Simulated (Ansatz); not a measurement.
# ClFGaH: rigid scan of one bond length in Python

How does the energy of ClFGaH change as one bond is stretched? Wanted for ClFGaH: a rigid scan of one bond length.

Program: Ansatz 0.2.0 through its Python package. Level of theory: MP2/def2-SVP. These are calculated values, not measurements.

## Step 1: The system

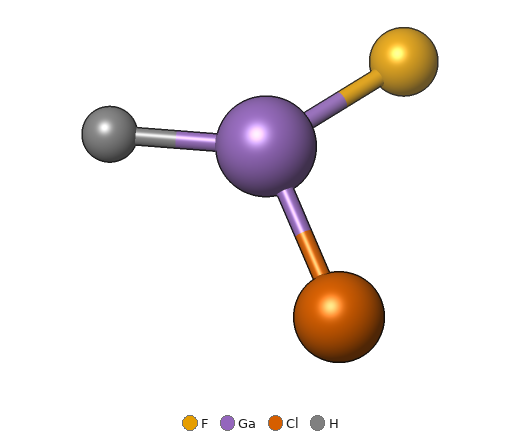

The starting structure, viewed from a chosen angle; fluorine amber, gallium purple, chlorine orange, hydrogen grey.

No structure file is read: the coordinates are typed or built in the script.

## Step 2: The code

The input, run_scan.py:

```python
'''Potential curve of ClFGaH along one bond.'''

import ansatz as az
import numpy as np

clfgah = (
    az.Crystal.molecule()
    .atom('F', (-1.7519, -0.1453, 0.4091))
    .atom('Ga', (-0.014, 0.1136, -0.2553))
    .atom('Cl', (0.9445, -1.5031, 0.4127))
    .atom('H', (0.877, 1.4745, -0.5868))
)

symbols = [site.symbol for site in clfgah.cartesian_sites]
start = np.array([site.position_ang for site in clfgah.cartesian_sites])
axis = (start[3] - start[1]) / np.linalg.norm(start[3] - start[1])
moving = [3]
lengths, energies = [1.461, 1.527, 1.594, 1.66, 1.726, 1.793, 1.859, 1.959], []
for length in lengths:
    xyz = start.copy()
    xyz[moving] += (length - np.linalg.norm(start[3] - start[1])) * axis
    point = az.Crystal.molecule()
    for symbol, place in zip(symbols, xyz):
        point = point.atom(symbol, place.tolist())
    calculation = (
        point.calculation()
        .basis(gaussian='def2-SVP')
        .correlation('MP2')
    )
    r = calculation.run(threads=1, backend='cpu').report
    energies.append(r['free_energy_ev'])
    print(f'r = {length:6.3f} A  E = {energies[-1]:.5f} eV  <S^2> = {abs(r["mean_field"]["state"]["spin_squared"]):.3f}')

# quartic fit about the minimum
fit = np.polynomial.Polynomial.fit(lengths, np.array(energies) - min(energies), 4).convert()
roots = [r.real for r in fit.deriv().roots() if abs(r.imag) < 1e-9 and fit.deriv(2)(r.real) > 0]
r_e = min(roots, key=lambda r: abs(r - lengths[int(np.argmin(energies))]))
print(f'minimum of the fit at {r_e:.4f} A, force constant {fit.deriv(2)(r_e):.2f} eV/A^2')
```

## Step 3: The calls as engine input

The package turns the script's settings into the engine's input (first run):

```yaml
crystal:
  periodic: [false, false, false]
  atoms:
    - { symbol: F, position_ang: [-1.7519, -0.1453, 0.4091] }
    - { symbol: Ga, position_ang: [-0.014, 0.1136, -0.2553] }
    - { symbol: Cl, position_ang: [0.9445, -1.5031, 0.4127] }
    - { symbol: H, position_ang: [0.7701557544420609, 1.3113077061955112, -0.547048184733494] }
basis:
  gaussian:
    orbitals: def2-SVP
correlation:
  method: mp2
```

## Step 4: The run

Run with:

```sh
python run_scan.py
```

Standard output:

```text
r =  1.461 A  E = -67563.00742 eV  <S^2> = 0.000
r =  1.527 A  E = -67563.05882 eV  <S^2> = 0.000
r =  1.594 A  E = -67563.03307 eV  <S^2> = 0.000
r =  1.660 A  E = -67562.94945 eV  <S^2> = 0.000
r =  1.726 A  E = -67562.82258 eV  <S^2> = 0.000
r =  1.793 A  E = -67562.66109 eV  <S^2> = 0.000
r =  1.859 A  E = -67562.47890 eV  <S^2> = 0.000
r =  1.959 A  E = -67562.17450 eV  <S^2> = 0.000
minimum of the fit at 1.5361 A, force constant 16.72 eV/A^2
```

Run time: 6.3 s. Hardware: 1 thread of Arm Neoverse V2, shared host; peak memory 0.19 GiB.

## Step 5: What changed from run to run

The engine's inputs for some of the other runs:

Run 2, against run 1:

```diff
@@ -7 +7 @@
-    - { symbol: H, position_ang: [0.7701557544420609, 1.3113077061955112, -0.547048184733494] }
+    - { symbol: H, position_ang: [0.8055796283593613, 1.365413598467177, -0.5602277741875737] }
```

Run 3, against run 1:

```diff
@@ -7 +7 @@
-    - { symbol: H, position_ang: [0.7701557544420609, 1.3113077061955112, -0.547048184733494] }
+    - { symbol: H, position_ang: [0.8415402276390451, 1.4203392769853833, -0.5736070543909578] }
```

Run 4, against run 1:

```diff
@@ -7 +7 @@
-    - { symbol: H, position_ang: [0.7701557544420609, 1.3113077061955112, -0.547048184733494] }
+    - { symbol: H, position_ang: [0.8769641015563456, 1.474445169257049, -0.5867866438450376] }
```

## Step 6: The engine's runs

One row for each of the 8 runs:

| run | distance (Å) | energy from run 2 (eV) | iterations in all | CPU time (s) |
| --- | --- | --- | --- | --- |
| 1 | 1.46 | 0.0514 | 14 | 0.73 |
| 2 | 1.53 | 0.0000 | 14 | 0.73 |
| 3 | 1.59 | 0.0258 | 14 | 0.73 |
| 4 | 1.66 | 0.1094 | 14 | 0.74 |
| 5 | 1.73 | 0.2362 | 14 | 0.72 |
| 6 | 1.79 | 0.3977 | 14 | 0.72 |
| 7 | 1.86 | 0.5799 | 14 | 0.74 |
| 8 | 1.96 | 0.8843 | 14 | 0.74 |

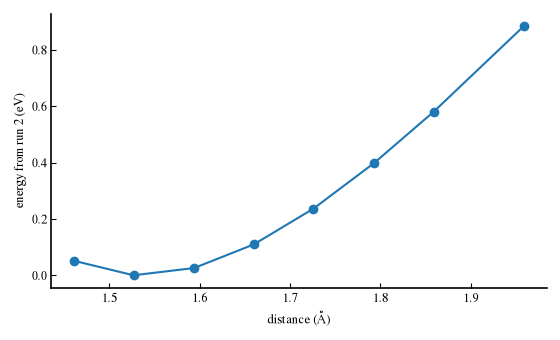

Energy against distance; lines join the points.

## Step 7: Results

| quantity | value |
| --- | --- |
| bond length at the fit's minimum | 1.5361 Å |
| runs compared | 8 |
| range of energy | 0.884 eV |
| lowest point, distance (Å) | 1.53 |

The curve has its lowest point inside the range, at 1.53. The ends stand 0.0514 and 0.884 eV above it. The distance scanned is the script's pair 1, 3. Caveats:
- The rest of the molecule is held rigid at a force-field or estimated start geometry, and the basis set is modest; single-reference methods fail as a bond breaks.
- The orbitals are restricted, so S² is zero by construction.
